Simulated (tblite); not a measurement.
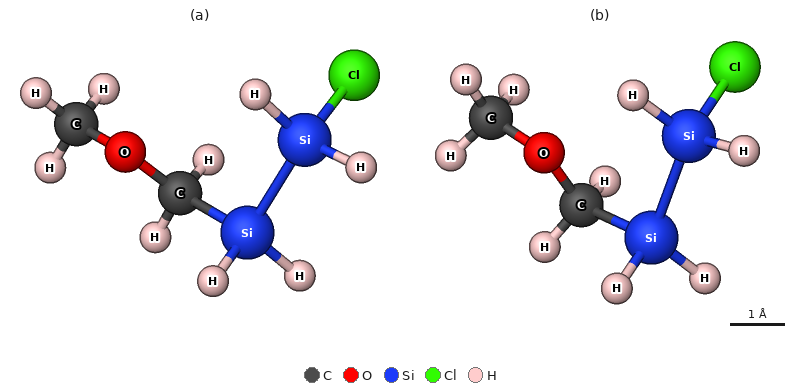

The structure of C$_{2}$H$_{9}$ClOSi$_{2}$ before (left) and after (right) a relaxation, at one scale.

Style: ball-and-stick. Shown at a tilt.

Computed with GFN2-xTB geometry optimisation, gas phase in tblite. 

### Describe what moved and what it gained.

An H atom moves most after the best rigid fit: 0.70 Å. By element the largest moves are H 0.70 Å, Cl 0.39 Å, C 0.36 Å, O 0.35 Å, Si 0.31 Å. Near-neighbour distances that change, for instance: C–O 1.440 → 1.402 Å, H–Si 1.495 → 1.462 Å, C–Si 1.888 → 1.910 Å, Si–Si 2.300 → 2.316 Å. Among the angles between lasting bonds that change: O–C–Si 114.6° → 102.9°, Si–Si–H 110.0° → 117.8°, Si–C–H 107.2° → 113.8°. The energy falls by 17.4 kJ/mol in 118 geometry steps.
